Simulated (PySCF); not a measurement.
Run report: AlBrCl, property calculation

AlBrCl, multiplicity 8, SMILES [Cl][Al][Br], computed with HF/6-311G, ROHF (PySCF 2.14.0).

Some settings of this run were made unusual or wrong on purpose. The geometry comes from this level: PBE0-D4/def2-TZVP.

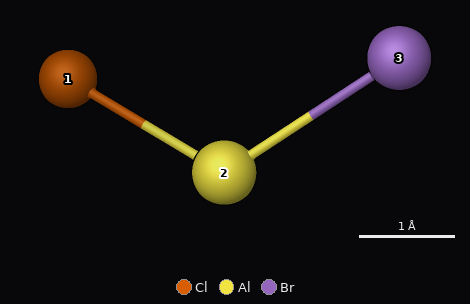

The structure as given in the input (ball-and-stick view, seen at a tilt; atoms are numbered from 1 in the order of the input). Sticks mark near contacts. Bond lengths as drawn: Al–Br 2.27 Å and Al–Cl 2.10 Å.

## Input (run.py)
```python
import numpy
from pyscf import gto, scf, lo

molecule = gto.M(
    atom='start.xyz',
    max_memory=1860,
    basis='6-311g',
    verbose=3,
    cart=True,
    spin=7,
)

mf = molecule.ROHF()
mf.max_cycle = 97
mf.kernel()

e_tot = mf.e_tot
print(f'total energy: {e_tot:.8f} hartree')
mf.analyze()
quad = mf.quad_moment()
occ = mf.mo_coeff[:, mf.mo_occ > 0]
iaos = lo.vec_lowdin(lo.iao.iao(molecule, occ), mf.get_ovlp())
c = iaos.T @ mf.get_ovlp() @ occ
pop_iao, q_iao = scf.hf.mulliken_pop(lo.iao.reference_mol(molecule), (c * mf.mo_occ[mf.mo_occ > 0]) @ c.T, numpy.eye(c.shape[0]), verbose=0)
print('IAO charges', numpy.round(q_iao, 4))
```

## File start.xyz
```
3

Cl     0.439900     1.761100     0.423900
Al    -0.648100     0.131300    -0.337700
Br     0.197100    -1.957200    -0.099400
```

Hardware: 1 thread of Arm Neoverse V1, 24 GiB of memory available, shared host.

Command:
```bash
OMP_NUM_THREADS=1 python run.py
```

## The program's output
```
converged SCF energy = -3273.05338180569
total energy: -3273.05338181 hartree
**** MO energy ****
                Roothaan           | alpha              | beta
MO #1   energy= -490.302522374856  | -490.308042061845  | -490.297002687867  occ= 2
MO #2   energy= -104.922805024335  | -104.92988080489   | -104.915729243779  occ= 2
MO #3   energy= -65.4381617630782  | -65.4425405423469  | -65.4337829838105  occ= 2
MO #4   energy= -58.7954431017269  | -58.8040347722207  | -58.786851431232   occ= 2
MO #5   energy= -58.795386192708   | -58.804139939803   | -58.7866324456121  occ= 2
MO #6   energy= -58.7935659082198  | -58.7963580155276  | -58.7907738009112  occ= 2
MO #7   energy= -58.487168986266   | -58.4937849807129  | -58.4805529918192  occ= 2
MO #8   energy= -10.6521937732604  | -10.6600666650383  | -10.6443208814791  occ= 2
MO #9   energy= -10.1190440666801  | -10.1312107980556  | -10.1068773353061  occ= 2
MO #10  energy= -8.1174574836838   | -8.14310087165209  | -8.09181409573698  occ= 2
MO #11  energy= -8.11671186098789  | -8.12242911441484  | -8.11099460755955  occ= 2
MO #12  energy= -8.11363989228328  | -8.11793966773068  | -8.10934011683658  occ= 2
MO #13  energy= -7.72744486741521  | -7.74642003405518  | -7.70846970075991  occ= 2
MO #14  energy= -7.7272750289057   | -7.74658391443346  | -7.70796614335854  occ= 2
MO #15  energy= -7.72017287154401  | -7.72589558543658  | -7.71445015765472  occ= 2
MO #16  energy= -4.90465493224252  | -4.91650919187251  | -4.89280067262678  occ= 2
MO #17  energy= -3.47015066618546  | -3.48152412807043  | -3.45877720429945  occ= 2
MO #18  energy= -3.47014808135475  | -3.48152347201535  | -3.45877269069331  occ= 2
MO #19  energy= -3.45987475303003  | -3.46717545487283  | -3.45257405119244  occ= 2
MO #20  energy= -3.45960397031521  | -3.46701892502494  | -3.45218901561241  occ= 2
MO #21  energy= -3.45652008817112  | -3.46258750543718  | -3.45045267090414  occ= 2
MO #22  energy= -3.22385138301405  | -3.23143060081096  | -3.21627216531529  occ= 2
MO #23  energy= -3.21841334541375  | -3.23011067037178  | -3.20671602046074  occ= 2
MO #24  energy= -3.21567484549873  | -3.22906958923196  | -3.20228010180701  occ= 2
MO #25  energy= -1.22394872349337  | -1.34575947868775  | -1.10213796577614  occ= 2
MO #26  energy= -1.1470299951231   | -1.21977735347221  | -1.07428263675908  occ= 2
MO #27  energy= -0.713008590393642 | -0.760473315227392 | -0.665543831980664 occ= 2
MO #28  energy= -0.597034228903104 | -0.632045938827942 | -0.562022467561446 occ= 2
MO #29  energy= -0.540692337958087 | -0.565363369219425 | -0.516021312538963 occ= 2
MO #30  energy= -0.482530099538001 | -0.753791692520179 | -0.211268604928909 occ= 1
MO #31  energy= -0.481335062390644 | -0.752334662863534 | -0.210335474980384 occ= 1
MO #32  energy= -0.350198015799566 | -0.630113159185105 | -0.0702828786542719 occ= 1
MO #33  energy= -0.159969365900698 | -0.396075910918992 | 0.0761371428323159 occ= 1
MO #34  energy= -0.0343947587445845 | -0.239691419419904 | 0.170901939250889  occ= 1
MO #35  energy= 0.00150023533021915 | -0.17968576706243  | 0.182686486878299  occ= 1
MO #36  energy= 0.0337663571739041 | -0.0977646508785632 | 0.165297066007818  occ= 1
MO #37  energy= 0.164050382702383  | 0.142117062559523  | 0.185983670536421  occ= 0
MO #38  energy= 0.176441933666209  | 0.149023037232021  | 0.203860596953667  occ= 0
MO #39  energy= 0.216803544169624  | 0.176063033522551  | 0.257544454408177  occ= 0
MO #40  energy= 0.26681429425437   | 0.236327077941944  | 0.297301403099186  occ= 0
MO #41  energy= 0.287298697262471  | 0.248810931531374  | 0.325786446097531  occ= 0
MO #42  energy= 0.31071713234098   | 0.276918720406036  | 0.34451557625558   occ= 0
MO #43  energy= 0.316518612678377  | 0.282366200337692  | 0.350671046748393  occ= 0
MO #44  energy= 0.399599439321814  | 0.378075134358991  | 0.421123760205538  occ= 0
MO #45  energy= 0.431911134228433  | 0.413009594582603  | 0.450812674510844  occ= 0
MO #46  energy= 0.439181555088457  | 0.408711796029536  | 0.469651322672884  occ= 0
MO #47  energy= 0.550376859175223  | 0.514056600688024  | 0.586697114818093  occ= 0
MO #48  energy= 0.811840630029168  | 0.784509935811014  | 0.839171324783973  occ= 0
MO #49  energy= 0.848005276432619  | 0.811516314801248  | 0.884494234060165  occ= 0
MO #50  energy= 0.853782286388091  | 0.815328138496204  | 0.892236423617158  occ= 0
MO #51  energy= 1.0021605158627    | 0.97389614832946   | 1.0304248826852    occ= 0
MO #52  energy= 1.95632047324797   | 1.91867809524891   | 1.99396285360365   occ= 0
MO #53  energy= 1.96346736133188   | 1.92583055964943   | 2.00110416729779   occ= 0
MO #54  energy= 1.99936665144804   | 1.98098129464672   | 2.01775200773498   occ= 0
MO #55  energy= 2.40649559228677   | 2.36543838068955   | 2.4475528116478    occ= 0
MO #56  energy= 2.42293443987227   | 2.41296455352846   | 2.43290432623786   occ= 0
MO #57  energy= 2.43971887958857   | 2.42541978286299   | 2.45401797656123   occ= 0
MO #58  energy= 3.18730923249603   | 3.16084466521798   | 3.21377379970022   occ= 0
MO #59  energy= 3.32150865856584   | 3.27060308971112   | 3.37241422739173   occ= 0
MO #60  energy= 3.32157441922572   | 3.27067795681847   | 3.37247088160378   occ= 0
MO #61  energy= 3.33454539741671   | 3.30330799858276   | 3.36578279621788   occ= 0
MO #62  energy= 3.33990376156729   | 3.30837468329905   | 3.37143283982704   occ= 0
MO #63  energy= 3.3697908654078    | 3.34620547923979   | 3.39337625165302   occ= 0
MO #64  energy= 4.50779067039377   | 4.48846956543535   | 4.52711177576107   occ= 0
MO #65  energy= 7.84521420257742   | 7.82426760805496   | 7.86616079705845   occ= 0
MO #66  energy= 7.85150877080171   | 7.83046248042639   | 7.8725550611391    occ= 0
MO #67  energy= 7.88710342884677   | 7.87864625341736   | 7.89556060425378   occ= 0
MO #68  energy= 8.64139862238308   | 8.62999911475593   | 8.65279812995836   occ= 0
MO #69  energy= 8.66423518310247   | 8.65448348405837   | 8.67398688211669   occ= 0
MO #70  energy= 8.71364673169112   | 8.70745638506139   | 8.71983707833237   occ= 0
MO #71  energy= 10.1344539356558   | 10.1218697325434   | 10.1470381387673   occ= 0
MO #72  energy= 12.1083131100949   | 12.095899266114    | 12.1207269540646   occ= 0
MO #73  energy= 26.2131530837745   | 26.2004758076548   | 26.2258303598901   occ= 0
MO #74  energy= 26.2291653329828   | 26.2248211367741   | 26.233509529192    occ= 0
MO #75  energy= 26.3400749246181   | 26.3347741108614   | 26.3453757383736   occ= 0
MO #76  energy= 46.8740253864526   | 46.8665635207621   | 46.8814872521836   occ= 0
MO #77  energy= 84.836451529953    | 84.831173475887    | 84.8417295841476   occ= 0
MO #78  energy= 122.613844488944   | 122.607732597441   | 122.619956380446   occ= 0
MO #79  energy= 218.962455700444   | 218.95808107109    | 218.966830329799   occ= 0
MO #80  energy= 293.540414997042   | 293.532260714753   | 293.54856927933    occ= 0
MO #81  energy= 293.546295945401   | 293.538134901613   | 293.554456989192   occ= 0
MO #82  energy= 293.577875340061   | 293.575565780585   | 293.580184899539   occ= 0
MO #83  energy= 1103.42670983496   | 1103.4238123553    | 1103.42960731461   occ= 0

WARN: Weak orthogonality for localized orbitals 1.940055218543838e-09

 ** Mulliken atomic charges  **
charge of    0Cl =      0.25149
charge of    1Al =     -1.21979
charge of    2Br =      0.96830
Dipole moment(X, Y, Z, Debye):  5.86989, -7.73674,  2.36784
Traceless quadrupole moment (Debye*A):

IAO charges [ 0.2084 -1.3514  1.143 ]
```

## Outcome

| quantity | value |
| --- | --- |
| outcome | converged |
| total energy | −3273.053382 hartree |
| basis functions | 83 |
| ⟨S²⟩ | 15.750 |
| dipole moment | 10.00 D |
| wall time | 2.8 s |
| peak memory | 0.17 GiB |

## Diagnosis

Some settings of this run were drawn to be unusual or wrong (tied set to false; solver set to DIIS (from newton); mult set to 8 (from 2); ref set to RO (from RO); max_iter set to 97 (from 100)). It converged; results that depend on the unusual settings are not reference values.
